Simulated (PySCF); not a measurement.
SMILES Cc1ccccc1, singlet at its GFN2-xTB optimised geometry (Å):

```
15

C     -1.4818    -1.9189     0.0235
C     -0.7155    -0.6307     0.0000
C     -1.3808     0.5890     0.0006
C     -0.6761     1.7794     0.0006
C      0.7082     1.7675     0.0002
C      1.3814     0.5581     0.0000
C      0.6736    -0.6307     0.0000
H     -0.9106    -2.7195    -0.4407
H     -2.4320    -1.8150    -0.4955
H     -1.6915    -2.2079     1.0542
H     -2.4618     0.6047     0.0000
H     -1.2088     2.7195    -0.0008
H      1.2594     2.6963    -0.0019
H      2.4618     0.5404    -0.0020
H      1.2054    -1.5720    -0.0012
```

Method: PBE0/def2-TZVP in PySCF. Cells within 0.4 Å of a nucleus heavier than hydrogen are left out (blank, or x).

Map of the electrostatic potential (hartree/e), clipped to [-0.08, 0.12] on the plane z = 0.0 Å:

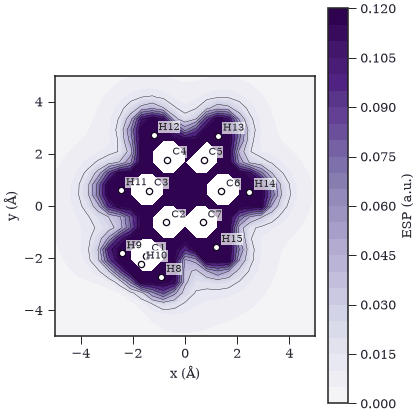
*Electrostatic potential (hartree/e), clipped to [-0.08, 0.12] on the plane z = 0.0 Å.*
